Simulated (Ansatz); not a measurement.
InB$_{2}$NH$_{5}$Cl (charge +1): single-point calculation

System: InB$_{2}$NH$_{5}$Cl, charge +1, multiplicity 2.
Method: UKS BLYP/STO-3G (Ansatz 0.2.0).

Some settings of this run were made unusual or wrong on purpose. The geometry comes from this level: PBE0-D4/def2-TZVP.

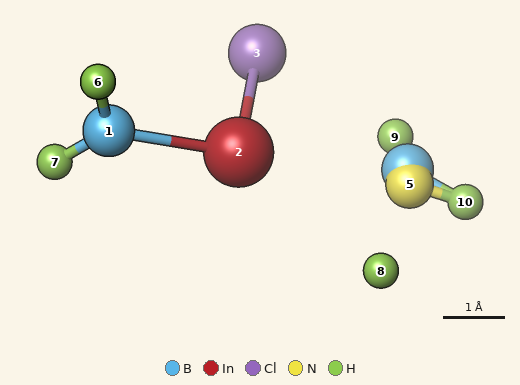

**Figure 1.** The structure as given in the input (ball-and-stick view, seen at a tilt; atoms are numbered from 1 in the order of the input). Sticks mark near contacts.

**The input**
```yaml
crystal:
  periodic: [false, false, false]
  atoms:
    - {symbol: B, position_ang: [-0.624512, 2.008162, 2.109533]}
    - {symbol: In, position_ang: [-0.172234, 0.434592, 0.520016]}
    - {symbol: Cl, position_ang: [2.220951, 0.479368, 0.350198]}
    - {symbol: B, position_ang: [0.756008, -1.525853, -1.643147]}
    - {symbol: N, position_ang: [0.456008, -1.575853, -1.693147]}
    - {symbol: H, position_ang: [-0.643338, 1.650165, 3.265908]}
    - {symbol: H, position_ang: [-0.753358, 3.125383, 1.831188]}
    - {symbol: H, position_ang: [-1.718308, -1.468837, -1.395129]}
    - {symbol: H, position_ang: [1.400667, -1.307739, -1.454458]}
    - {symbol: H, position_ang: [0.494991, -2.254058, -2.415146]}
basis:
  gaussian: {orbitals: STO-3G, point_charges: [{charge: 1.00, position_ang: [6.499, 0.903, -0.126]}]}
total_charge: 1
magnetization: {spin_polarized: true, initial_magnetization: 1}
hamiltonian: {xc: {name: BLYP}}
```

Run as:
```bash
ansatz run in.yaml --threads 4 --pin off --events-out ev --progress --plain --max-ram 10444MiB
```

**Log**
```
Functional definition: BLYP
  name "BLYP"
  cite "Becke, Phys. Rev. A 38, 3098 (1988) doi:10.1103/PhysRevA.38.3098"
  cite "Lee, Yang & Parr, Phys. Rev. B 37, 785 (1988) doi:10.1103/PhysRevB.37.785"
  parameter beta = 0.0042
  parameter a = 0.04918
  parameter b = 0.132
  parameter c = 0.2533
  parameter d = 0.349
  exchange = b88_x(beta = beta)
  correlation = lyp_c(a = a, b = b, c = c, d = d)
723 factors; integrals over basis functions are off by at most 8.5e-5 eV
mean field evaluation 1: about -169444.2294 eV, gradient 8.3e1 eV
mean field evaluation 2: about -169380.3249 eV, gradient 6.6e1 eV
mean field evaluation 4: about -169431.8897 eV, gradient 4.5e1 eV
mean field evaluation 8: about -169485.7654 eV, gradient 9.1e0 eV
mean field evaluation 16: about -169487.4438 eV, gradient 1.9e-5 eV
mean field evaluation 32: about -169485.8178 eV, gradient 9.2e0 eV
mean field -169487.48584935 eV, -6228.5502222195 hartree, gradient 6.4e-6 eV, S^2 1.423348; 4 other end points of the search recorded, 0 dependent functions left out
reference -169487.48614648 eV, -6228.5502331388 hartree; 44, 43 occupied and 12, 13 virtual orbitals, 723 factors
Total energy: -169487.48614648 eV, -6228.5502331388 hartree
```

**Outcome**

| quantity | value |
| --- | --- |
| outcome | converged |
| total energy | −169487.4861 eV |
| ⟨S²⟩ | 1.423 |
| SCF solution under orbital rotations | stable |
| hardware | 4 threads of Arm Neoverse V2, 23 GiB of memory available, shared host |
| wall time | 3 s (CPU time 11 s) |
| peak memory | 0.13 GiB |

**What went wrong**

This input holds a deliberate fault: two atoms are placed far too close. The run converged all the same; its numbers are those of the faulty input and shouldn't be used. ⟨S²⟩ is 1.42 against 0.75 for a pure state: the solution is spin-contaminated.
